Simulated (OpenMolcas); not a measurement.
**Mn²⁺ complex: multiconfigurational calculation (part 2 of 2)**

The same run, continued: Mn²⁺ with 8 ligands (F; cube, 2.302 Å), embedded in SrF2 by model potentials and point charges, whose field is part of the energies. Method: state-averaged CASSCF, active space 5 electrons in the shell 3d, basis ANO-RCC-VDZP on the metal and ANO-RCC-VDZP on the ligands, DKH2 scalar Hamiltonian, spin-orbit coupling by RASSI with atomic mean-field integrals (OpenMolcas).

## The program's output (extracts), continued
```
--- RASSI ---
SPIN-FREE ENERGIES:
  (Shifted by EMIN (a.u.) =      -1955.6424757913)

 SF State       Relative EMIN(au)   Rel lowest level(eV)    D:o, cm**(-1)

     1             0.0000000000        0.0000000000              0.0000
     2             0.1359502362        3.6993943865          29837.6280
     3             0.1359502362        3.6993943865          29837.6280
     4             0.1359502362        3.6993943865          29837.6280
     5             0.1433739942        3.9014051339          31466.9545
     6             0.1433739942        3.9014051339          31466.9545
     7             0.1433739942        3.9014051339          31466.9545
     8             0.1437362697        3.9112631525          31546.4648
     9             0.1440588448        3.9200408677          31617.2619
    10             0.1440588448        3.9200408677          31617.2619
    11             0.1739163935        4.7325061588          38170.2364
    12             0.1739163935        4.7325061588          38170.2364
    13             0.1739163935        4.7325061588          38170.2364
    14             0.1773623426        4.8262752108          38926.5348
    15             0.1773623426        4.8262752108          38926.5348
    16             0.1773623426        4.8262752108          38926.5348
    17             0.1787222632        4.8632805342          39225.0028
    18             0.1787222632        4.8632805342          39225.0028
    26             0.1939472377        5.2775731960          42566.4985
    27             0.1939472377        5.2775731960          42566.4985
    28             0.1939472377        5.2775731960          42566.4985
    29             0.1994259105        5.4266554789          43768.9282
    30             0.1994259105        5.4266554789          43768.9282
    31             0.1994259105        5.4266554789          43768.9282
    32             0.1994716793        5.4279009103          43778.9733
    33             0.2022907948        5.5046129508          44397.6976
    34             0.2022907948        5.5046129508          44397.6976
    35             0.2022907948        5.5046129508          44397.6976
    36             0.2041133781        5.5542079692          44797.7084
    37             0.2041133781        5.5542079692          44797.7084
    38             0.2044648764        5.5637727258          44874.8534
    39             0.2212212865        6.0197378727          48552.4603
    40             0.2212212865        6.0197378727          48552.4603
    41             0.2212212865        6.0197378727          48552.4603
    42             0.2287353289        6.2242053831          50201.6020
    43             0.2287353289        6.2242053831          50201.6020
    44             0.2349094668        6.3922122336          51556.6686
    45             0.2349094668        6.3922122336          51556.6686
    46             0.2349094668        6.3922122336          51556.6686
    19             0.2385358221        6.4908903893          52352.5616
Eigenvalues of complex Hamiltonian:
   -----------------------------------
  (Shifted by EMIN (a.u.) =      -1955.6424757913)

 SO State       Relative EMIN(au)   Rel lowest level(eV)    D:o, cm**(-1)

     1            -0.0000673521        0.0000000000              0.0000
     2            -0.0000673521        0.0000000000              0.0000
     3            -0.0000673521        0.0000000000              0.0000
     4            -0.0000673521        0.0000000000              0.0000
     5            -0.0000673520        0.0000000043              0.0000
     6            -0.0000673520        0.0000000043              0.0000
     7             0.1357266276        3.6951424336          29803.3337
     8             0.1357266276        3.6951424336          29803.3337
     9             0.1357836451        3.6966939593          29815.8476
    10             0.1357836451        3.6966939593          29815.8476
    11             0.1357836452        3.6966939594          29815.8476
    12             0.1357836452        3.6966939594          29815.8476
    13             0.1359352470        3.7008192562          29849.1203
    14             0.1359352470        3.7008192562          29849.1203
    15             0.1359624113        3.7015584339          29855.0822
    16             0.1359624113        3.7015584339          29855.0822
    17             0.1359624113        3.7015584339          29855.0822
    18             0.1359624113        3.7015584339          29855.0822
    19             0.1431359464        3.8967602684          31429.4912
    20             0.1431359464        3.8967602684          31429.4912
    21             0.1431604554        3.8974271921          31434.8703
    22             0.1431604554        3.8974271919          31434.8703
    23             0.1431604554        3.8974271921          31434.8703
    24             0.1431604554        3.8974271919          31434.8703
    25             0.1433816965        3.9034474680          31483.4271
    26             0.1433816965        3.9034474680          31483.4271
    27             0.1433816964        3.9034474677          31483.4271
    28             0.1433816964        3.9034474677          31483.4271
    29             0.1435123830        3.9070036294          31512.1094
    30             0.1435123830        3.9070036294          31512.1094
    31             0.1436645281        3.9111437086          31545.5014
    32             0.1436645281        3.9111437084          31545.5014
    33             0.1436645281        3.9111437084          31545.5014
    34             0.1436645281        3.9111437086          31545.5014
    35             0.1439905345        3.9200147961          31617.0516
    36             0.1439905345        3.9200147961          31617.0516
    37             0.1440137183        3.9206456593          31622.1398
    38             0.1440137183        3.9206456597          31622.1398
    39             0.1440137183        3.9206456593          31622.1398
    40             0.1440137183        3.9206456597          31622.1398
    41             0.1440183835        3.9207726044          31623.1637
Weights of the five most important spin-orbit-free states for each spin-orbit state.

 SO State  Total energy (au)           Spin-free states, spin, and weights
 -------------------------------------------------------------------------------------------------------
    1        -0.000067       1 2.5  0.9996   11 1.5  0.0001   12 1.5  0.0001    3 1.5  0.0001    2 1.5  0.0000
    2        -0.000067       1 2.5  0.9996   13 1.5  0.0002   12 1.5  0.0001   11 1.5  0.0001    4 1.5  0.0001
    3        -0.000067       1 2.5  0.9996   13 1.5  0.0001   12 1.5  0.0001   11 1.5  0.0001    4 1.5  0.0000
    4        -0.000067       1 2.5  0.9996   11 1.5  0.0001   12 1.5  0.0001   13 1.5  0.0001    2 1.5  0.0000
    5        -0.000067       1 2.5  0.9996   12 1.5  0.0001   11 1.5  0.0001   13 1.5  0.0001    3 1.5  0.0000
    6        -0.000067       1 2.5  0.9996   13 1.5  0.0001   11 1.5  0.0001   12 1.5  0.0001    4 1.5  0.0000
    7         0.135727       3 1.5  0.3331    4 1.5  0.3331    2 1.5  0.3331   46 0.5  0.0000   45 0.5  0.0000
    8         0.135727       3 1.5  0.3331    4 1.5  0.3331    2 1.5  0.3331   46 0.5  0.0000   45 0.5  0.0000
    9         0.135784       3 1.5  0.4754    4 1.5  0.4178    2 1.5  0.1052   46 0.5  0.0002   18 1.5  0.0001
   10         0.135784       3 1.5  0.4754    4 1.5  0.4178    2 1.5  0.1051   46 0.5  0.0002   18 1.5  0.0001
   11         0.135784       2 1.5  0.5604    4 1.5  0.2478    3 1.5  0.1901   44 0.5  0.0002   45 0.5  0.0002
   12         0.135784       2 1.5  0.5605    4 1.5  0.2478    3 1.5  0.1901   44 0.5  0.0002   45 0.5  0.0002
```

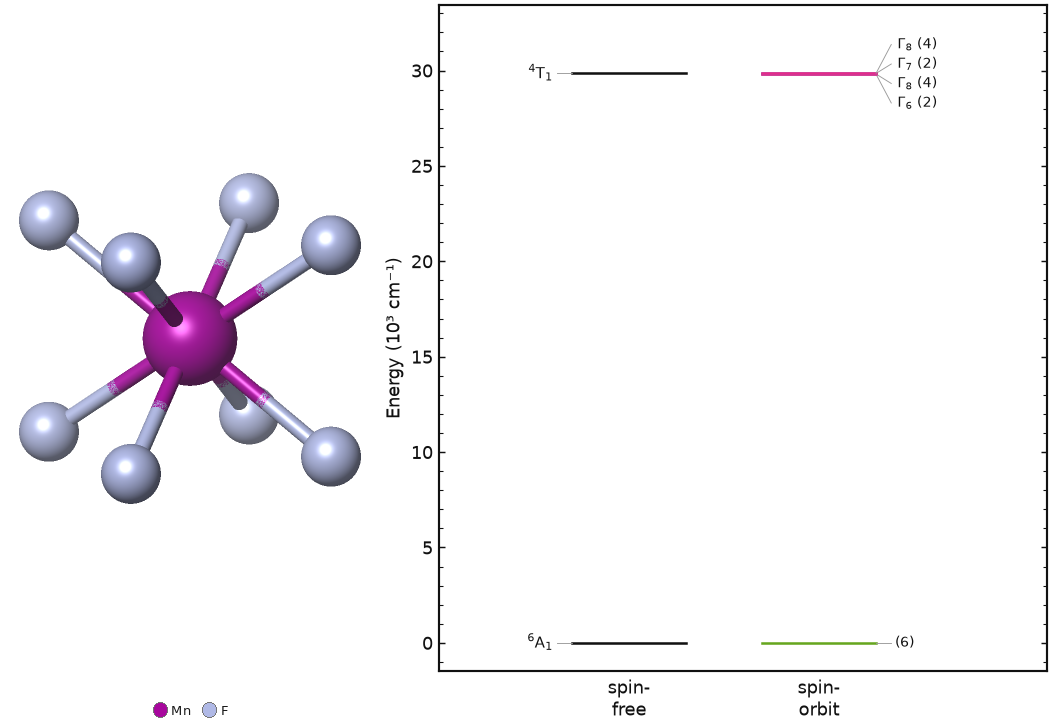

**Figure 2.** Mn²⁺ (3d⁵) as a dopant in SrF₂, a cluster with its 8 nearest F⁻ at 2.302 Å (cube) embedded in model potentials and point charges; the geometry was set, not optimised, and its levels. Labels give the representation in O, Td, D4 or D3 as the site allows (double group for half-integer spin) where it could be assigned and, in brackets, the degeneracy; spin-free states, where drawn, share the zero of the spin-orbit levels. The ground level is 6-fold degenerate, 100 % from states of spin multiplicity 6. The next level lies at 29,800 cm⁻¹ (Γ₆). The lowest spin-free state is ⁶A₁, from the free-ion S term. A ligand-field fit to the spin-free states gives |10Dq| = 3,720 cm⁻¹, B = 1,110 and C = 4,100 cm⁻¹ (rms misfit 80 cm⁻¹). The active orbitals hold 97 to 99 % metal character (Löwdin), and the Mulliken charge of the metal is +1.69.

## Key numbers

- outcome: converged
- energy of the lowest spin-free term: −1955.64248 hartree
- energy of the lowest spin-orbit level: −1955.64254 hartree
- largest spread among components of a term: 0.0 cm⁻¹
- hardware: 1 thread of Arm Neoverse V1, 24 GiB of memory available, shared host
- wall time: 52 s
- peak memory: 0.18 GiB

## Notes

Without dynamic correlation the splittings between terms come out too large, often by 20 to 50 %. Limits: small active space favours high spin, ground spin may be wrong; the geometry is set by hand, with no relaxation.
